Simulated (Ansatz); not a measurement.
# Mg6CdPb: relaxing a made-up structure

This structure for Mg6CdPb is made up. Its elements were placed in a known structure type with a cell scaled to their sizes. What cell does the guess relax to, and how far off was it?

Main program and level: Ansatz 0.2.0; DFT, PBEsol, plane-wave PAW, files of the set soft_1, scalar-relativistic, no spin, cell and ions relaxed at zero pressure; PAW set soft_1, in the first sound run; inputs show where later runs differ.

## 1. Starting point

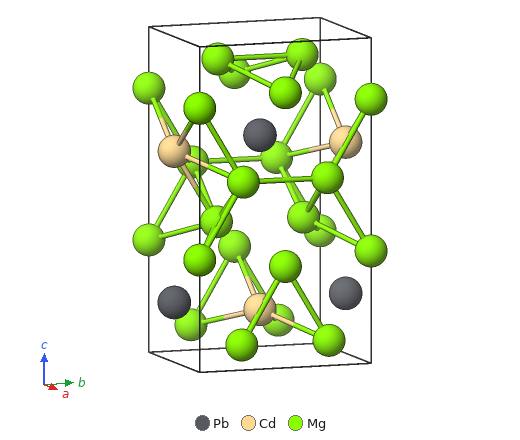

The cell as given, slightly off an axis (lead dark grey, cadmium orange, magnesium green). This picture shows the conventional cell, with its axes. Some periodic images of atoms are drawn too.

Coordinates:

```cif
data_structure
_symmetry_space_group_name_H-M 'P 1'
_symmetry_Int_Tables_number 1
_cell_length_a 5.2800
_cell_length_b 6.7105
_cell_length_c 6.7105
_cell_angle_alpha 58.023
_cell_angle_beta 90.000
_cell_angle_gamma 90.000
_cell_volume 201.69
loop_
_atom_site_label
_atom_site_type_symbol
_atom_site_fract_x
_atom_site_fract_y
_atom_site_fract_z
_atom_site_occupancy
Pb1 Pb 0.50000 0.18380 0.18380 1
Cd2 Cd 0.50000 0.64840 0.64840 1
Mg3 Mg 0.00000 0.81120 0.81120 1
Mg4 Mg 0.00000 0.34500 0.34500 1
Mg5 Mg 0.00000 0.32260 0.83200 1
Mg6 Mg 0.00000 0.83200 0.32260 1
Mg7 Mg 0.50000 0.17870 0.67070 1
Mg8 Mg 0.50000 0.67070 0.17870 1
```

## 2. Relaxing cell and atoms

The guess takes its coordinates from another compound and its volume from a rule, so the cell and any free coordinates are relaxed together.

Contents of input.yaml:

```yaml
crystal:
  lattice:
    - [5.28, 0.0, 0.0]
    - [0.0, 3.2545, 5.8685]
    - [0.0, -3.2545, 5.8685]
  atoms:
    - { symbol: Pb, position: [0.5, 0.1838, 0.1838] }
    - { symbol: Cd, position: [0.5, 0.6484, 0.6484] }
    - { symbol: Mg, position: [0.0, 0.8112, 0.8112] }
    - { symbol: Mg, position: [0.0, 0.345, 0.345] }
    - { symbol: Mg, position: [0.0, 0.3226, 0.832] }
    - { symbol: Mg, position: [0.0, 0.832, 0.3226] }
    - { symbol: Mg, position: [0.5, 0.1787, 0.6707] }
    - { symbol: Mg, position: [0.5, 0.6707, 0.1787] }
kpoints:
  mp_grid: { grid: [5, 5, 5] }
scf:
  occupations: { method: fermi_dirac, width: 0.05 }
hamiltonian:
  xc: pbesol
  pseudopotentials: { kind: paw, azcp: { folder: soft_1 }, xc_functional: pbe }
relax:
  f_tol: 0.015
  max_steps: 70
  cell: {}
output:
  forces: true
  stress: true
```

On the command line:

```
ansatz run input.yaml --threads 4 --pin off --max-ram 10240MiB --backend cpu --events-out ev --progress --plain --runs-dir out
```

Numbers of over 12 decimals in the logs are rounded to 6 here.

What it wrote:

```text
Engine: ansatz 0.2.0, aarch64-unknown-linux-gnu
Pseudopotentials: kind: paw
Pseudopotential: Pb, paw, valence charge 14, recommended cutoff 420 eV (normal), soft_1/Pb.paw.azcp
Pseudopotential: Cd, paw, valence charge 20, recommended cutoff 420 eV (normal), soft_1/Cd.paw.azcp
Pseudopotential: Mg, paw, valence charge 10, recommended cutoff 420 eV (normal), soft_1/Mg.paw.azcp
Functional definition: PBEsol
  exchange = pbesol_x
  correlation = pbesol_c
Crystal: 8 atoms, lattice volume = 201.686 Å³
Basis set: ecut = 420 eV, 3913 PW (Γ), exchange–correlation on 72×90×90 points (8 copies of the dense FFT grid, shifted against one another)
Bands: 57, of which v1, the nominal top of the filled ones, is band 47 counted from 1 (46 counted from 0)
Symmetry: 4 space group operations
Space group: Amm2 (ITA 38), of the structure as read, at distance tolerance 5.9e-5 Å
k-points: 27 of 125 (time reversal used)
Non-local potential: Pb, projectors of the file, l = 0: 2, l = 1: 2, l = 2: 2, l = 3: 1
Non-local potential: Cd, projectors of the file, l = 0: 3, l = 1: 2, l = 2: 2, l = 3: 1
Non-local potential: Mg, projectors of the file, l = 0: 3, l = 1: 2, l = 2: 1
PAW form: soft (Blöchl's): semilocal exchange-correlation on the pseudo side does not see the compensation charge
PAW frozen core: Pb, regenerated for the run's functional, and the local potential with it (the file was generated under x = pbe(κ = 0.804, μ = 0.219515), c = pbe(β = 0.066725))
PAW frozen core: Cd, regenerated for the run's functional, and the local potential with it (the file was generated under x = pbe(κ = 0.804, μ = 0.219515), c = pbe(β = 0.066725))
PAW frozen core: Mg, regenerated for the run's functional, and the local potential with it (the file was generated under x = pbe(κ = 0.804, μ = 0.219515), c = pbe(β = 0.066725))
PAW one-centre angular grid: Pb, 590 points (default); XC on 64 Gauss nodes
PAW one-centre angular grid: Cd, 590 points (default); XC on 64 Gauss nodes
PAW one-centre angular grid: Mg, 110 points (default); XC on 64 Gauss nodes
Initial density: superposition of atomic densities (chi_scale 0.1, normalization cell, long waves kept (reshape's long-wave potential 0.04 eV rms))
Initial wavefunctions: pseudopotential atomic-orbital guess
Functional: x = pbesol(κ = 0.804, μ = 0.123457), c = pbesol(β = 0.046)
SCF iter   1: F=—  HF=-31416.382142 eV  |F-HF|=—  |Δ(HF+E_count)|=         —  Δρ=3.91e-2  dr2=9.96e0  ethr=3.10e-3  ⟨swp⟩=10.1  Hψ=6866  notcnv=0  defer=7
preconditioner: auto → Kerker (q_TF=auto, 2.402 Å⁻¹)  [metal: Δε(μ)=0.039 eV  Ē_g=9.071 eV  σ=0.050 eV  W_gap=0.19  n_scr=46 (ndim 8)  ℏωp=16.1 eV  f_vac=0.000  D(μ)=5.43/eV (n_scr^D=28)]
SCF iter   2: F=—  HF=-31414.553331 eV  |F-HF|=—  |Δ(HF+E_count)|=    1.83e0  Δρ=2.06e-2  dr2=3.74e0  ethr=3.10e-3  ⟨swp⟩=3.0  Hψ=2642  notcnv=0  defer=72
SCF iter   3: F=—  HF=-31413.628773 eV  |F-HF|=—  |Δ(HF+E_count)|=   9.25e-1  Δρ=6.75e-3  dr2=3.59e-1  ethr=3.10e-3  ⟨swp⟩=3.2  Hψ=2672  notcnv=0  defer=69
SCF iter   4: F=—  HF=-31413.541028 eV  |F-HF|=—  |Δ(HF+E_count)|=   8.77e-2  Δρ=2.18e-3  dr2=1.32e-2  ethr=3.82e-4  ⟨swp⟩=3.5  Hψ=2289  notcnv=0  defer=69
SCF iter   5: F=—  HF=-31413.538025 eV  |F-HF|=—  |Δ(HF+E_count)|=   3.00e-3  Δρ=7.07e-4  dr2=2.67e-3  ethr=1.41e-5  ⟨swp⟩=2.3  Hψ=2723  notcnv=0  defer=69
SCF iter   6: F=—  HF=-31413.537196 eV  |F-HF|=—  |Δ(HF+E_count)|=   8.29e-4  Δρ=2.07e-4  dr2=2.08e-4  ethr=2.84e-6  ⟨swp⟩=2.0  Hψ=1987  notcnv=0  defer=69
SCF iter   7: F=—  HF=-31413.537142 eV  |F-HF|=—  |Δ(HF+E_count)|=   5.35e-5  Δρ=3.90e-5  dr2=5.49e-6  ethr=2.21e-7  ⟨swp⟩=2.0  Hψ=1992  notcnv=0  defer=69
SCF iter   8: F=—  HF=-31413.537158 eV  |F-HF|=—  |Δ(HF+E_count)|=   1.54e-5  Δρ=1.41e-5  dr2=4.75e-7  ethr=5.84e-9  ⟨swp⟩=2.0  Hψ=2640  notcnv=0  defer=69
SCF iter   9: F=-31413.537158 eV  HF=-31413.537158 eV  |F-HF|=5.27e-8  |Δ(HF+E_count)|=   1.62e-7  Δρ=4.16e-6  dr2=7.04e-8  ethr=1.06e-10  ⟨swp⟩=4.6  Hψ=4934  notcnv=0
SCF 1 converged in 9 iterations: F = -31413.537158 eV  dr2 = 7.04e-8
  greatest PAW one-centre occupation: 1.000 electrons in one spin orbital (limit 2), on the Cd atom at site 1 (counted from 0), in its partial waves of l = 0
relax step   1: F+E_penalty+E_count = -31413.53715764 eV  Δ(F+E_penalty+E_count) = +0.000e0 eV  max|allowed force component| = 3.204e-1 eV/Å  Δτ_max = 0.0000 Å  P = -3.122 GPa  Ω = 201.686 Å³  (9 SCF iters, dr2 threshold 1.00e-7 eV, accepted)
Crystal: 8 atoms, lattice volume = 185.065 Å³
Basis set: ecut = 420 eV, 3637 PW (Γ), exchange–correlation on 72×90×90 points (8 copies of the dense FFT grid, shifted against one another)
Initial density: handed on by an earlier stage of this run
Initial wavefunctions: those handed on with the density
iter 1 solved again at ethr=1.41e-4 eV; its pass at ethr=3.10e-3 eV (dr2=1.33e-1 eV) is discarded
SCF iter   1: F=—  HF=-31413.897249 eV  |F-HF|=—  |Δ(HF+E_count)|=         —  Δρ=5.60e-3  dr2=1.36e-1  ethr=1.41e-4  ⟨swp⟩=2.3  Hψ=7678  notcnv=0
preconditioner: auto → Kerker (q_TF=auto, 2.437 Å⁻¹)  [metal: Δε(μ)=0.007 eV  Ē_g=10.868 eV  σ=0.050 eV  W_gap=0.04  n_scr=44 (ndim 8)  ℏωp=16.8 eV  f_vac=0.000  D(μ)=4.25/eV (n_scr^D=26)]
SCF iter   2: F=—  HF=-31413.871668 eV  |F-HF|=—  |Δ(HF+E_count)|=   2.56e-2  Δρ=3.15e-3  dr2=5.21e-2  ethr=1.41e-4  ⟨swp⟩=2.1  Hψ=1783  notcnv=0
SCF iter   3: F=—  HF=-31413.859300 eV  |F-HF|=—  |Δ(HF+E_count)|=   1.24e-2  Δρ=7.62e-4  dr2=3.11e-3  ethr=5.54e-5  ⟨swp⟩=2.2  Hψ=2334  notcnv=0
SCF iter   4: F=—  HF=-31413.858605 eV  |F-HF|=—  |Δ(HF+E_count)|=   6.94e-4  Δρ=3.31e-4  dr2=3.92e-4  ethr=3.30e-6  ⟨swp⟩=2.1  Hψ=2115  notcnv=0
SCF iter   5: F=—  HF=-31413.858411 eV  |F-HF|=—  |Δ(HF+E_count)|=   1.94e-4  Δρ=9.08e-5  dr2=3.37e-5  ethr=4.17e-7  ⟨swp⟩=2.0  Hψ=2607  notcnv=0
SCF iter   6: F=—  HF=-31413.858403 eV  |F-HF|=—  |Δ(HF+E_count)|=   8.30e-6  Δρ=2.96e-5  dr2=2.94e-6  ethr=3.58e-8  ⟨swp⟩=2.0  Hψ=1887  notcnv=0
SCF iter   7: F=-31413.858402 eV  HF=-31413.858402 eV  |F-HF|=1.10e-7  |Δ(HF+E_count)|=   1.02e-6  Δρ=7.32e-6  dr2=1.79e-7  ethr=8.51e-10  ⟨swp⟩=4.5  Hψ=4855  notcnv=0
SCF 2 converged in 7 iterations: F = -31413.858402 eV  dr2 = 1.79e-7
relax step   2: F+E_penalty+E_count = -31413.85840200 eV  Δ(F+E_penalty+E_count) = -3.212e-1 eV  max|allowed force component| = 1.844e-1 eV/Å  Δτ_max = 0.1262 Å  P = -0.645 GPa  Ω = 185.065 Å³  energy of the carried Pulay correction = +1.105e-3 eV  (7 SCF iters, dr2 threshold 8.00e-7 eV, accepted)
Crystal: 8 atoms, lattice volume = 178.644 Å³
Basis set: ecut = 420 eV, 3489 PW (Γ), exchange–correlation on 72×90×90 points (8 copies of the dense FFT grid, shifted against one another)
iter 1 solved again at ethr=8.13e-5 eV; its pass at ethr=3.10e-3 eV (dr2=7.64e-2 eV) is discarded
SCF iter   1: F=—  HF=-31413.956805 eV  |F-HF|=—  |Δ(HF+E_count)|=         —  Δρ=5.52e-3  dr2=7.72e-2  ethr=8.13e-5  ⟨swp⟩=2.3  Hψ=7744  notcnv=0
preconditioner: auto → Kerker (q_TF=auto, 2.451 Å⁻¹)  [metal: Δε(μ)=0.031 eV  Ē_g=11.082 eV  σ=0.050 eV  W_gap=0.15  n_scr=44 (ndim 8)  ℏωp=17.1 eV  f_vac=0.000  D(μ)=3.71/eV (n_scr^D=22)]
SCF iter   2: F=—  HF=-31413.941078 eV  |F-HF|=—  |Δ(HF+E_count)|=   1.57e-2  Δρ=3.06e-3  dr2=2.64e-2  ethr=8.13e-5  ⟨swp⟩=2.0  Hψ=1976  notcnv=0
SCF iter   3: F=—  HF=-31413.934534 eV  |F-HF|=—  |Δ(HF+E_count)|=   6.54e-3  Δρ=5.42e-4  dr2=1.05e-3  ethr=2.81e-5  ⟨swp⟩=2.0  Hψ=2249  notcnv=0
SCF iter   4: F=—  HF=-31413.934395 eV  |F-HF|=—  |Δ(HF+E_count)|=   1.39e-4  Δρ=2.64e-4  dr2=1.98e-4  ethr=1.11e-6  ⟨swp⟩=2.1  Hψ=2624  notcnv=0
SCF iter   5: F=—  HF=-31413.934236 eV  |F-HF|=—  |Δ(HF+E_count)|=   1.59e-4  Δρ=7.16e-5  dr2=1.93e-5  ethr=2.10e-7  ⟨swp⟩=2.0  Hψ=2707  notcnv=0
SCF iter   6: F=—  HF=-31413.934232 eV  |F-HF|=—  |Δ(HF+E_count)|=   3.57e-6  Δρ=2.10e-5  dr2=9.47e-7  ethr=2.05e-8  ⟨swp⟩=2.0  Hψ=2625  notcnv=0
SCF iter   7: F=-31413.934232 eV  HF=-31413.934232 eV  |F-HF|=2.62e-8  |Δ(HF+E_count)|=   2.43e-7  Δρ=5.43e-6  dr2=6.84e-8  ethr=8.51e-10  ⟨swp⟩=4.0  Hψ=4783  notcnv=0
SCF 3 converged in 7 iterations: F = -31413.934232 eV  dr2 = 6.84e-8
relax step   3: F+E_penalty+E_count = -31413.93423212 eV  Δ(F+E_penalty+E_count) = -7.583e-2 eV  max|allowed force component| = 1.059e-1 eV/Å  Δτ_max = 0.1368 Å  P = +0.698 GPa  Ω = 178.644 Å³  energy of the carried Pulay correction = +1.558e-3 eV  (7 SCF iters, dr2 threshold 8.00e-7 eV, accepted)
[...]
relax step   4: F+E_penalty+E_count = -31413.96254433 eV  Δ(F+E_penalty+E_count) = -2.831e-2 eV  max|allowed force component| = 6.042e-2 eV/Å  Δτ_max = 0.0553 Å  P = +0.447 GPa  Ω = 179.564 Å³  energy of the carried Pulay correction = +1.492e-3 eV  (6 SCF iters, dr2 threshold 8.00e-7 eV, accepted)
[...]
relax step   5: F+E_penalty+E_count = -31413.96857001 eV  Δ(F+E_penalty+E_count) = -6.026e-3 eV  max|allowed force component| = 3.594e-2 eV/Å  Δτ_max = 0.0194 Å  P = +0.017 GPa  Ω = 181.469 Å³  energy of the carried Pulay correction = +1.357e-3 eV  (6 SCF iters, dr2 threshold 8.00e-7 eV, accepted)
[...]
relax step   6: F+E_penalty+E_count = -31413.96939169 eV  Δ(F+E_penalty+E_count) = -8.217e-4 eV  max|allowed force component| = 6.321e-3 eV/Å  Δτ_max = 0.0207 Å  P = -0.077 GPa  Ω = 181.840 Å³  energy of the carried Pulay correction = +1.331e-3 eV  (6 SCF iters, dr2 threshold 8.07e-8 eV, accepted)
[...]
relax step   7: F+E_penalty+E_count = -31413.96960760 eV  Δ(F+E_penalty+E_count) = -2.159e-4 eV  max|allowed force component| = 2.215e-3 eV/Å  Δτ_max = 0.0043 Å  P = -0.002 GPa  Ω = 181.509 Å³  energy of the carried Pulay correction = +1.354e-3 eV  (5 SCF iters, dr2 threshold 4.14e-8 eV, accepted)
Initial wavefunctions: pseudopotential atomic-orbital guess (no wavefunctions were taken with the density)
iter 1 solved again at ethr=2.66e-8 eV; its pass at ethr=3.10e-3 eV (dr2=2.50e-5 eV) is discarded
SCF iter   1: F=—  HF=-31413.968528 eV  |F-HF|=—  |Δ(HF+E_count)|=         —  Δρ=2.02e-4  dr2=3.57e-6  ethr=2.66e-8  ⟨swp⟩=3.8  Hψ=10838  notcnv=0
preconditioner: auto → Kerker (q_TF=auto, 2.445 Å⁻¹)  [metal: Δε(μ)=0.065 eV  Ē_g=11.074 eV  σ=0.050 eV  W_gap=0.31  n_scr=44 (ndim 8)  ℏωp=17.0 eV  f_vac=0.000  D(μ)=2.38/eV (n_scr^D=8)]
SCF iter   2: F=—  HF=-31413.968361 eV  |F-HF|=—  |Δ(HF+E_count)|=   1.67e-4  Δρ=1.03e-4  dr2=9.35e-7  ethr=3.79e-9  ⟨swp⟩=2.0  Hψ=2557  notcnv=0
SCF iter   3: F=—  HF=-31413.968338 eV  |F-HF|=—  |Δ(HF+E_count)|=   2.33e-5  Δρ=1.49e-5  dr2=3.35e-8  ethr=9.95e-10  ⟨swp⟩=2.0  Hψ=2054  notcnv=0
SCF iter   4: F=—  HF=-31413.968337 eV  |F-HF|=—  |Δ(HF+E_count)|=   4.08e-7  Δρ=1.22e-6  dr2=3.21e-9  ethr=3.56e-11  ⟨swp⟩=2.0  Hψ=2623  notcnv=0
SCF iter   5: F=—  HF=-31413.968337 eV  |F-HF|=—  |Δ(HF+E_count)|=  3.20e-10  Δρ=4.77e-7  dr2=5.44e-10  ethr=3.42e-12  ⟨swp⟩=2.0  Hψ=1901  notcnv=0
SCF iter   6: F=-31413.968337 eV  HF=-31413.968337 eV  |F-HF|=1.46e-11  |Δ(HF+E_count)|=  4.07e-10  Δρ=1.05e-7  dr2=3.01e-11  ethr=1.00e-12  ⟨swp⟩=3.5  Hψ=5832  notcnv=0
SCF 8 converged in 6 iterations: F = -31413.968337 eV  dr2 = 3.01e-11
relax step   8: F+E_penalty+E_count = -31413.96833741 eV  Δ(F+E_penalty+E_count) = +1.270e-3 eV  max|allowed force component| = 2.231e-3 eV/Å  Δτ_max = 0.0000 Å  P = -0.004 GPa  Ω = 181.509 Å³  stress off target by 1.30e-2 GPa  SCF on the basis re-selected at this cell (its energy is not comparable with the rows above)  (6 SCF iters)
basis re-selected at this cell: Δ(F+E_penalty+E_count) = +1.270e-3 eV, ΔP = -0.001 GPa vs the last step (what re-selecting the basis moved, of the pressure what is left beyond the Pulay correction that the steps carried, after the strain that the cell walked since its last selection, with what the two solves' SCF thresholds leave and, on support functions, any second-order correction that the steps lacked; it is no m [...]
SCF converged after 6 iterations
Free energy (F): -31413.968337 eV
Harris-Foulkes:  -31413.968337 eV  (|F-HF|=1.46e-11)
Internal energy: -31413.947307 eV  (E = F + TS)
E sigma→0 (E₀):  -31413.957822 eV
Entropy (-TS):   -0.021031 eV (-2.629 meV/atom)
Fermi energy:    7.950077 eV
--- Per-component energies (eV) ---
  E_band       = -2607.860545
  E_kinetic    = 1153.351115
  E_local      = -14772.438456  (includes V_loc(G=0)·N_el)
  E_nonlocal   = 1603.927059
  E_hartree    = 5514.323151
  E_xc         = -515.752684
  E_vxc        = -536.331677  (∫ρ·V_xc dr)
  E_paw        = -16013.409260  (= ΣΔE_a)
  E_vpaw       = -1085.014213  (= ΣTr[D̂ρ^β])
  E_aug_tail   = -0.000622  (compensation charges beyond the density's cutoff)
  E_ewald      = -8384.704915
  E_core_change = 0.757305  (= ΣΔE_core)
  E_smearing   = -0.021031  (= −TS)
  E_closure    = 0.000000  (closes the sum)
  Σ components = -31413.968337   (vs F -31413.968337, Δ=0.00e0)
--- Forces (eV/Å), atoms counted from 1 ---
  atom   1  Pb     0.00000000    -0.00000000    -0.00052779
  atom   2  Cd    -0.00000000     0.00000000    -0.00223139
  atom   3  Mg     0.00000000     0.00000000     0.00096527
  atom   4  Mg     0.00000000    -0.00000000     0.00097277
  atom   5  Mg     0.00000000     0.00216791    -0.00180135
  atom   6  Mg    -0.00000000    -0.00216791    -0.00180135
  atom   7  Mg     0.00000000     0.00197374     0.00221201
  atom   8  Mg     0.00000000    -0.00197374     0.00221201
  max |Σ_I F_I| component: 1.89e-7 eV/Å
--- Stress (GPa, compression-positive) ---
       -0.013027       0.000000      -0.000000
        0.000000      -0.010325      -0.000000
       -0.000000      -0.000000       0.012656
  P = ⅓ Tr σ = -0.0036 GPa (-0.036 kbar)
--- Relaxed structure (7 steps of the walk, 7 accepted, 1 SCFs on fresh bases) ---
  F+E_penalty+E_count = -31413.96833741 eV   max|allowed force component| = 2.231e-3 eV/Å   (the final SCF, on the basis selected at the relaxed cell)
  cell:  # Å, volume = 181.5091 Å³
    - [4.999719, 0, -1.152514539523029e-16]
    - [-1.2809718892406999e-16, 3.354744, 5.410823]
    - [-1.2809718892406999e-16, -3.354744, 5.410823]
  atoms:
    - { symbol: Pb, position: [0.5, 0.161423, 0.161423] }
    - { symbol: Cd, position: [0.5, 0.665209, 0.665209] }
    - { symbol: Mg, position: [8.88821916129998e-18, 0.835210, 0.835210] }
    - { symbol: Mg, position: [-3.336720682039587e-18, 0.335986, 0.335986] }
    - { symbol: Mg, position: [3.0304011434063953e-18, 0.346936, 0.824036] }
    - { symbol: Mg, position: [3.0304011434063953e-18, 0.824036, 0.346936] }
    - { symbol: Mg, position: [0.5, 0.162773, 0.660826] }
    - { symbol: Mg, position: [0.5, 0.660826, 0.162773] }
```

Elapsed: 47 s, on 4 threads of Arm Neoverse V1, shared host; peak memory 0.66 GiB.

Step by step:

| step | energy less that of the first step (eV) | largest force component (eV/Å) | pressure (GPa) | volume (Å³) |
| --- | --- | --- | --- | --- |
| 1 | 0.0000 | 0.3204 | -3.12 | 201.69 |
| 2 | -0.3212 | 0.1844 | -0.64 | 185.07 |
| 3 | -0.3971 | 0.1059 | 0.70 | 178.64 |
| 4 | -0.4254 | 0.0604 | 0.45 | 179.56 |
| 5 | -0.4314 | 0.0359 | 0.02 | 181.47 |
| 6 | -0.4322 | 0.0063 | -0.08 | 181.84 |
| 7 | -0.4325 | 0.0022 | 0.00 | 181.51 |
| 8* | -0.4312 | 0.0022 | 0.00 | 181.51 |

Relaxation steps marked * repeat the geometry before them on a plane-wave basis chosen anew for their cell, so energy and pressure can jump there.

Forces are held to the 4 operations that the run works with; a distortion that breaks them can't arise in this run.

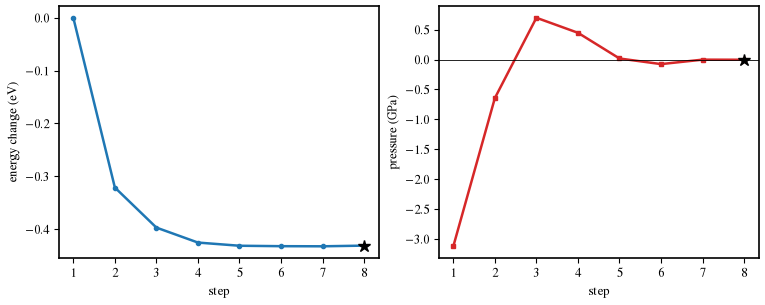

Energy and pressure along the relaxation. Stars mark steps on a basis chosen anew.

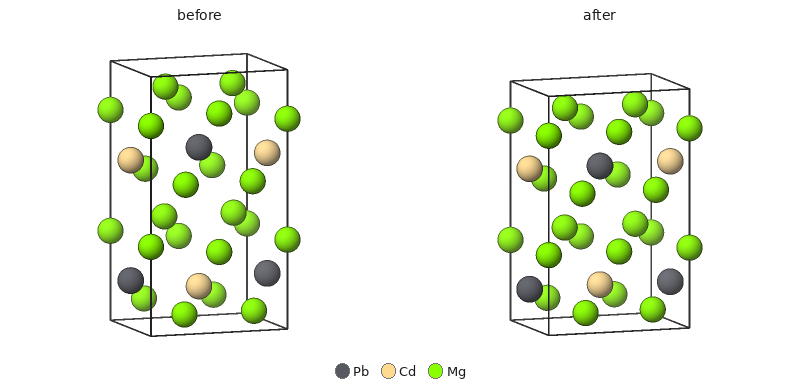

Before and after, at one scale.

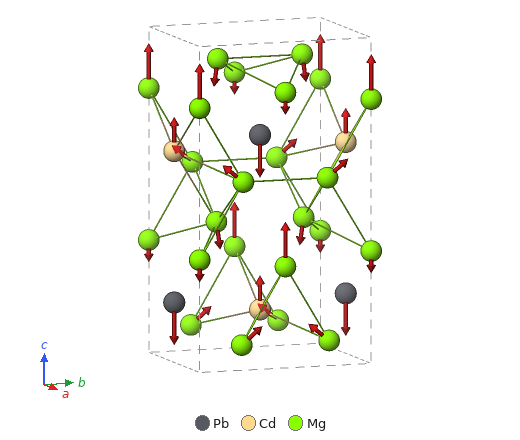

Displacements in the relaxation, exaggerated, measured against the changing cell; the longest in the cell stands for 0.26 Å. Some periodic images of atoms are drawn too.

| conventional cell, symmetrised | before | after | change |
| --- | --- | --- | --- |
| a (Å) | 5.280 | 5.000 | -5.3 % |
| b (Å) | 6.509 | 6.709 | +3.1 % |
| c (Å) | 11.737 | 10.822 | -7.8 % |
| volume (Å³/atom) | 25.21 | 22.69 | -10.0 % |

The atoms that moved most (Å, as changes of fractional coordinates times the final cell):

| atom | dx | dy | dz | length |
| --- | --- | --- | --- | --- |
| Mg3 | 0.000 | 0.000 | 0.260 | 0.260 |
| Pb1 | 0.000 | 0.000 | -0.242 | 0.242 |
| Cd2 | 0.000 | 0.000 | 0.182 | 0.182 |
| Mg8 | 0.000 | 0.020 | -0.140 | 0.141 |
| Mg7 | 0.000 | -0.020 | -0.140 | 0.141 |
| Mg5 | 0.000 | 0.108 | 0.089 | 0.140 |
| Mg6 | 0.000 | -0.108 | 0.089 | 0.140 |
| Mg4 | 0.000 | 0.000 | -0.098 | 0.098 |

Final coordinates:

```cif
data_structure
_symmetry_space_group_name_H-M 'P 1'
_symmetry_Int_Tables_number 1
_cell_length_a 4.9997
_cell_length_b 6.3664
_cell_length_c 6.3664
_cell_angle_alpha 63.598
_cell_angle_beta 90.000
_cell_angle_gamma 90.000
_cell_volume 181.51
loop_
_atom_site_label
_atom_site_type_symbol
_atom_site_fract_x
_atom_site_fract_y
_atom_site_fract_z
_atom_site_occupancy
Pb1 Pb 0.50000 0.16142 0.16142 1
Cd2 Cd 0.50000 0.66521 0.66521 1
Mg3 Mg 0.00000 0.83521 0.83521 1
Mg4 Mg 0.00000 0.33599 0.33599 1
Mg5 Mg 0.00000 0.34694 0.82404 1
Mg6 Mg 0.00000 0.82404 0.34694 1
Mg7 Mg 0.50000 0.16277 0.66083 1
Mg8 Mg 0.50000 0.66083 0.16277 1
```

Numbers from this step:

```yaml
free_energy: -31413.9683 eV
energy_at_zero_smearing: -31413.9578 eV
smearing_term_ts: 0.02103 eV
fermi_energy: 7.950 eV
electrons: 94
symmetry_operations: 4
pressure: -0.003565 GPa
```

The shortest distance of each pair, which need not be the same contact before and after:

| pair | guess (Å) | relaxed (Å) |
| --- | --- | --- |
| Cd–Mg | 3.075 | 3.091 |
| Mg–Mg | 3.191 | 3.117 |
| Mg–Pb | 3.248 | 3.133 |
| Cd–Pb | 3.281 | 3.355 |
| Pb–Pb | 5.280 | 5.000 |

The relaxation ends with a largest force component of 0.0022 eV/Å and a pressure of 0.00 GPa.

[end of part 1 of 2]

[Logs are printed without paths, hosts, clocks, repeated set-up lines and the standing remarks that a program may print on its own settings, such as how far it seeks lower states.]

[Hosts, paths, dates, database ids (printed as entryN), source tags and the programs' standing remarks are cut or masked in the printed files.]
